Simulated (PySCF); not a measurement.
Molecule: SMILES CB(C)[SiH2][SiH](F)F, singlet. Atoms near the plane z = 0.0 Å, at the GFN2-xTB optimised geometry (x, y, z in Å): Si1 (1.8, 0.5, 0.0), F3 (1.4, 2.0, 0.0), B5 (-1.5, -0.1, -0.7), C7 (-2.2, -0.9, 0.5), H8 (3.2, 0.5, 0.0), H11 (-1.7, 2.0, -0.8), H12 (-3.2, 1.3, -0.9), H14 (-2.1, -2.0, 0.4), H16 (-3.2, -0.7, 0.7).

Method: PySCF with PBE0/def2-TZVP. Cells within 0.4 Å of a nucleus heavier than hydrogen are left out (blank, or x). The values are rescaled to run from 0 to 1.

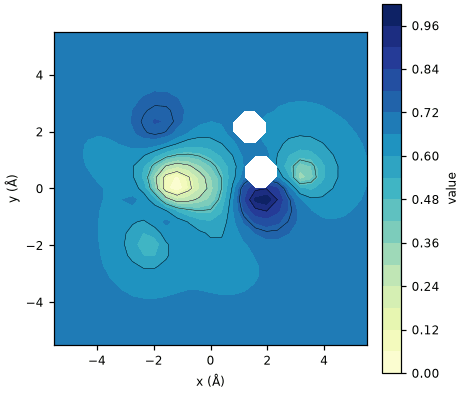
Fig. 1. a field on the plane z = 0.0 Å.

Task: Which quantity is mapped?
(A) an orbital amplitude
(B) electrostatic potential
(C) Laplacian of the electron density
(D) electron localisation function

Result: A, an orbital amplitude. In full: LUMO amplitude (bohr^(-3/2)).
